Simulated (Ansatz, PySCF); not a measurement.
AlH3 (SMILES [AlH3]) and CHN (SMILES C#N) are pulled apart as rigid monomers along the line of their centres of mass, from the B3LYP-D3(BJ)/def2-TZVP minimum. Starting geometry (charge 0, multiplicity 1):
```xyz
7

Al    -0.162     0.364     0.263
H      1.254     0.824    -0.300
H     -1.237     1.489     0.595
H     -0.691    -1.082    -0.136
C      0.741    -0.293     3.265
N      0.420    -0.061     2.196
H      1.043    -0.511     4.266
```

Interaction energies with rigid monomers; basis-set methods are counterpoise corrected unless marked otherwise.

Cores are frozen in the correlated methods. Rows in 6-31G* carry no dispersion term and start afresh at each structure (6-31G* with six Cartesian d functions).

Codes used: Ansatz (Gaussian basis) for Hartree–Fock, density functionals and correlated methods; PySCF for 6-31G* rows, the dispersion terms. Each number belongs to the level named beside it.

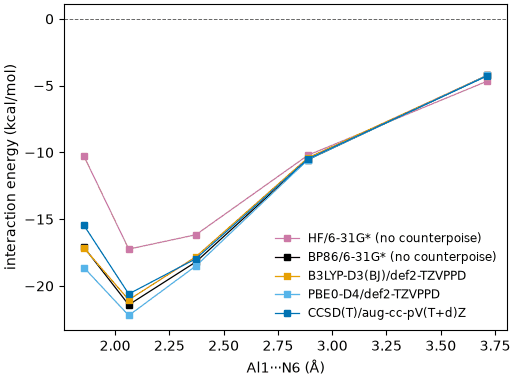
*Interaction energy against separation*

Question: Which level binds most strongly at Al1···N6 = 2.06, and by how much?

Answer: PBE0-D4/def2-TZVPPD, -22.2 kcal/mol.

Ansatz is a program for electronic structure.
